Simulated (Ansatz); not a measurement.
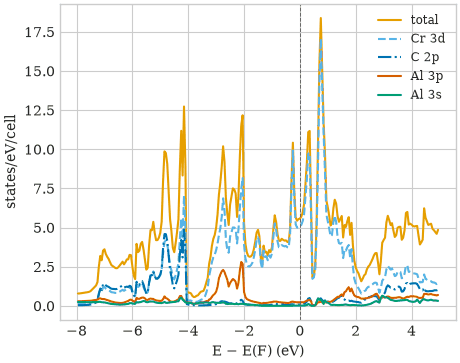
Figure: Total and projected density of states of AlCr₂C in space group P6_3/mmc (No. 194; Al on 2d, Cr on 4f, C on 2a), DFT-LDA in the program Ansatz with PAW potentials

Question: Which orbitals carry the states next to the Fermi level?

Answer: Within 0.5 eV of the Fermi level: Cr 3d 91 %. Projections are on Löwdin-orthogonalised atomic valence shells; empty p or d shells of many metals are not among them.

Question: Where is the tallest occupied peak in this window, and what makes it?

Answer: Near -4.1 eV, about 13 states/eV per cell; the largest projected share is Cr 3d.

The LDA relaxation kept the symmetry of its start; of distortions, only those at the zone centre were tested. No spin polarisation was allowed.

Potentials: the later of the program's two PAW sets.
